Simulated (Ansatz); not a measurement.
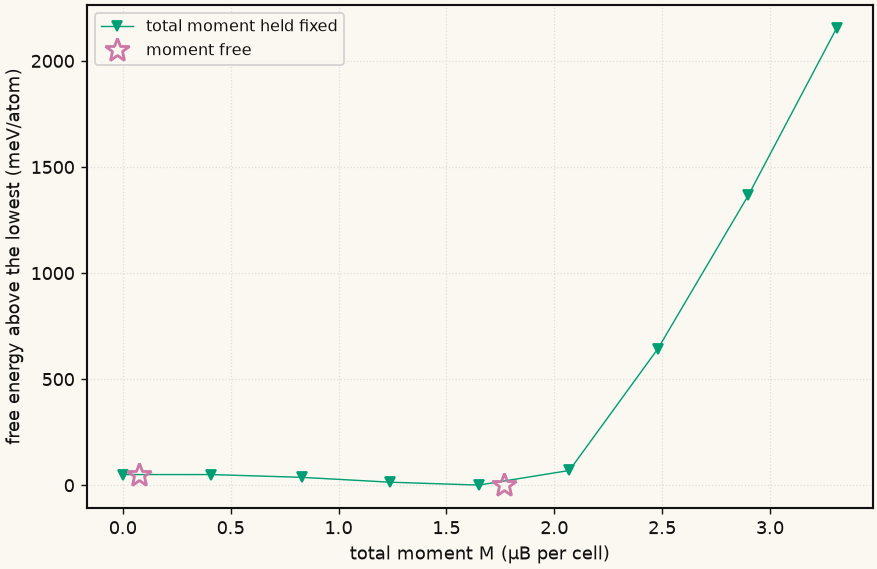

Fixed-spin-moment scan.
- system: NiO (Fm-3m, 2 atoms in the cell)
- method: Ansatz 0.2.0, DFT, PBE, PAW, plane waves, scalar-relativistic; cutoff 420 eV, 10×10×10 k-mesh, Fermi–Dirac smearing of 0.03 eV, collinear spins

Question: What does the curve say about the magnetic state?

Answer: Among the held moments the energy is lowest at M = 1.6 μB. The best free run ends at M = 1.8 μB, at or below every held value. The curve has 2 local minima, at M = 0 and 1.6 μB. Antiparallel orders weren't tried, and these are the states found from these starts; lower ones may exist.

Question: How far does the point at M = 0 lie above the minimum?

Answer: About 51 meV/atom. That run is non-magnetic, so this is the energy of forming the moments.
